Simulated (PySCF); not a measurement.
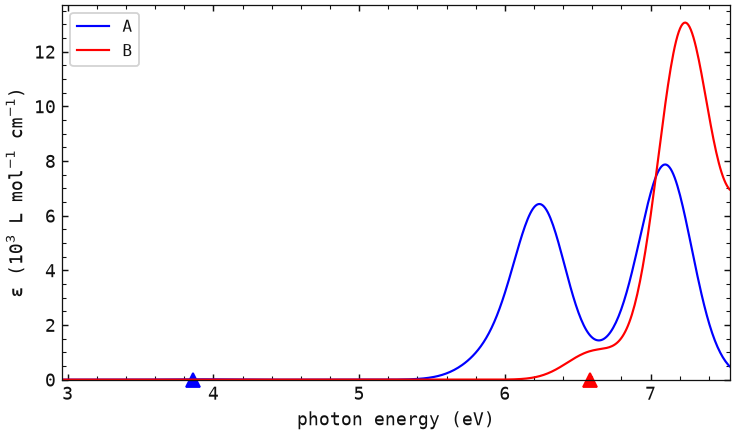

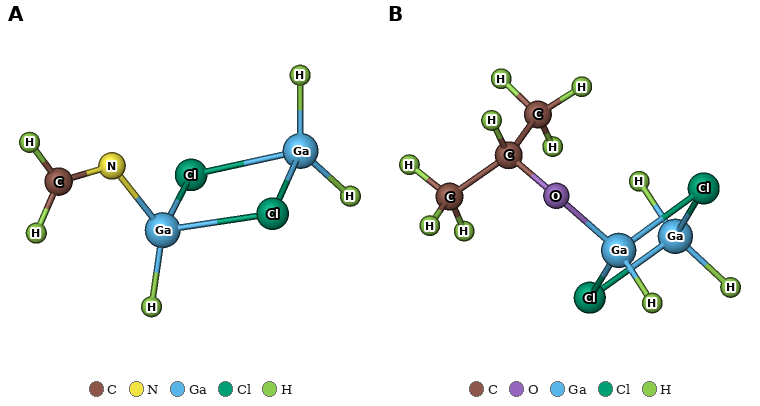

Related molecules: A is CH₅Cl₂Ga₂N, SMILES C=[N][GaH-]1[Cl+][GaH2-][Cl+]1, singlet; B is C₃H₁₀Cl₂Ga₂O, SMILES CC(C)[O][GaH-]1[Cl+][GaH2-][Cl+]1, singlet. Vertical TDDFT absorption, CAM-B3LYP/def2-SVPD, PySCF 2.14.0, at a PBE0-D3(BJ)/def2-SVP geometry (no frequency check); Gaussians of 1/e half-width 0.25 eV, triangles mark S1, and the range ends where the computed states of one molecule run out.

### How does the lowest singlet move?

A: 3.86 eV (f = 0.000, mixed, the largest part being HOMO → LUMO+2 (49 %)); B: 6.58 eV (f = 0.013, mixed, the largest part being HOMO → LUMO+2 (46 %)). From A to B it shifts 2.72 eV to the blue.

### And the brightest state of each within the range drawn?

A: S7 at 7.10 eV, f = 0.11; B: S6 at 7.24 eV, f = 0.17.

Caveats, for all or some of the runs: core orbitals are frozen in the response; one conformer of a flexible molecule.
